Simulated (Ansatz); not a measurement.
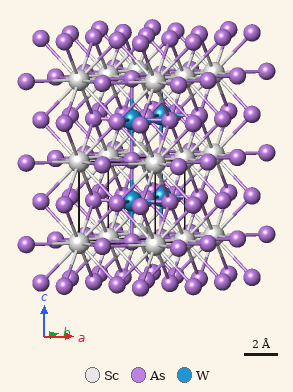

This is the input geometry for a relaxation of crystalline ScAs3W (built on the AlFe3C-221 type type). Style: ball-and-stick. Shown: the cell of the calculation, repeated 1 × 2 × 2 with one cell outlined, from a free direction.

Level of theory: DFT, PBEsol, plane waves, PAW in Ansatz.

Input
```yaml
crystal:
  lattice:
    - [4.98177105, 0.0, 0.0]
    - [0.0, 4.98177105, 0.0]
    - [0.0, 0.0, 4.98177105]
  atoms:
    - { symbol: Sc, position: [0.0, 0.0, 0.0] }
    - { symbol: As, position: [0.0, 0.5, 0.5] }
    - { symbol: As, position: [0.5, 0.5, 0.0] }
    - { symbol: As, position: [0.5, 0.0, 0.5] }
    - { symbol: W, position: [0.5, 0.5, 0.5] }
kpoints:
  mp_grid: { grid: [4, 4, 4] }
hamiltonian:
  xc: pbesol
scf:
  occupations: { method: fermi_dirac, width: 0.03 }
relax:
  f_tol: 0.01
  cell: {}
  max_steps: 120
output:
  write_density: true
  write_potential: true
  elf: true
  volumetric_format: npy
```

Run as
```bash
ansatz run input.yaml --threads 2 --pin off --max-ram 2211MiB --backend cpu --events-out ev --progress --plain --runs-dir out
```

### Where does the relaxation end?

The atoms keep their places relative to the cell (all moves are under 0.005 Å). The drawn cell changes as follows: a = b = c 4.982 → 4.830 Å (−3.0 %); the volume changes by −8.9 %. Near-neighbour distances that change, for instance: Sc1–As2 3.523 → 3.415 Å, As2–W5 2.491 → 2.415 Å. The space group stays Pm-3m (No. 221). The energy falls by 0.286 eV per cell of the calculation in 4 accepted moves (6 points after the start). All forces vanish by symmetry, so only the cell relaxes. Pressure: −7.70 GPa at the start and 0.00 GPa at the end. The SCF was repeated twice at an unchanged geometry on a basis and grid sized afresh for the cell, which shifted the energy by 1.3 meV per cell of the calculation at most. The run took 12 s on 2 threads of Arm Neoverse V2 (shared host), peak memory 0.44 GiB.

The structure at the end:

```xyz
5
Lattice="4.8301 0.0000 0.0000 0.0000 4.8301 0.0000 0.0000 0.0000 4.8301" Properties=species:S:1:pos:R:3 pbc="T T T"
Sc    0.0000    0.0000    0.0000
As    0.0000    2.4151    2.4151
As    2.4151    2.4151    0.0000
As    2.4151    0.0000    2.4151
W     2.4151    2.4151    2.4151
```

After the run, drawn alike:

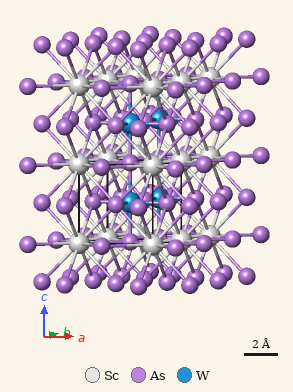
